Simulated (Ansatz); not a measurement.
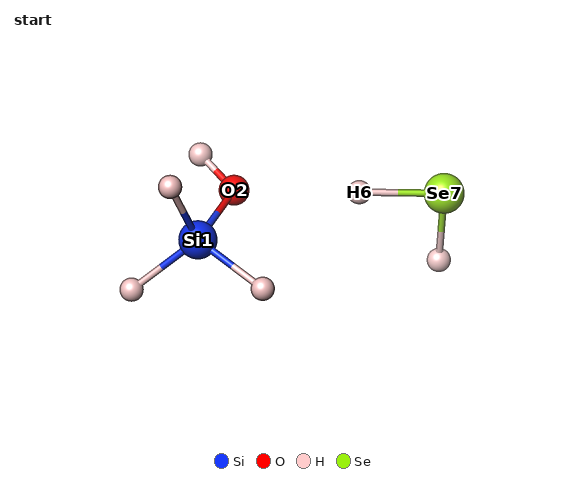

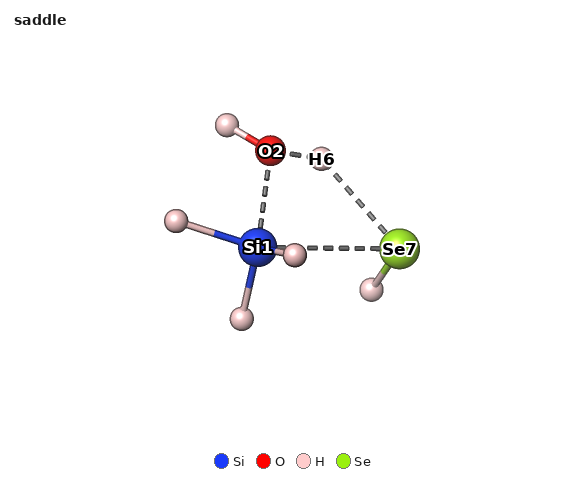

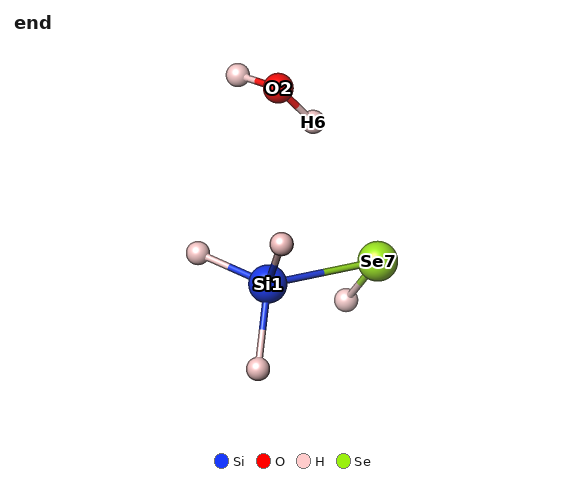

A saddle point and the two end points reached downhill from it. Broken sticks mark bonds that form or break. The species is neutral and a spin singlet. Geometries: PBE0-D4/def2-TZVP; all other levels are single points on them, and energies count from the start as drawn. Program: Ansatz 0.2.0. In CBS estimates cores are frozen, and CCSD(T) − MP2 is taken in the smaller basis.

> Which bonds form and which break from start to end?

Formed: Si1–Se7, O2–H6; broken: Si1–O2, H6–Se7. At the saddle point Si1···Se7 is 2.68 Å, O2···H6 is 1.03 Å, Si1···O2 is 1.85 Å, H6···Se7 is 2.06 Å.

Give the electronic barrier and the reaction energy from start to end in eV (no zero-point energy) with CCSD(T)/CBS (MP2 limit from def2-TZVPP and def2-QZVPP plus CCSD(T) − MP2).

```tsv
level	barrier	reaction energy
CCSD(T)/CBS (MP2 limit from def2-TZVPP and def2-QZVPP plus CCSD(T) − MP2)	1.304	+0.181
```
